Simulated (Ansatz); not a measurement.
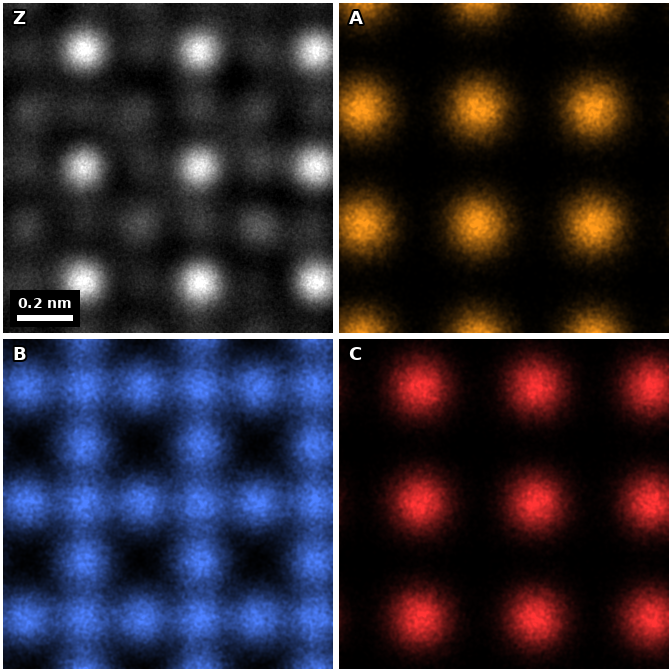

NaCrF3 (Pm-3m, No. 221) along [001]. Panel Z: Simulated incoherent Z contrast: every atom adds Z^1.7 spread by a probe of 1.22 Å full width; channelling and multiple scattering are left out. The probe carries 25 % of its weight in a tail 2.5 times as wide. Shot noise and the speckle of an amorphous layer were added. The other panels are simulated element maps (the number of atoms of one element along the beam, blurred by 1.6 Å, with counting noise; each on its own scale, no channelling). Model: coordinates from a relaxation (final pressure about -6 GPa) with DFT, PAW plane waves, r2scan in Ansatz 0.2.0; the starting structure was generated, so it need not be a known form of this composition.

```xyz
5
Lattice="4.2104 0.0000 0.0000 0.0000 4.2104 0.0000 0.0000 0.0000 4.2104" Properties=species:S:1:pos:R:3 pbc="T T T"
Cr    0.0000    0.0000    0.0000
F     2.1052    0.0000    0.0000
F     0.0000    2.1052    0.0000
F     0.0000    0.0000    2.1052
Na    2.1052    2.1052    2.1052
```

Question: Which element does each lettered map show?

Answer: A: Na, B: F, C: Cr. The projected cell (4.21 × 4.21 Å, 90°) holds 4 columns: 2 of F, 1 of Cr + F and 1 of Na. Columns shared by several elements: Cr + F.
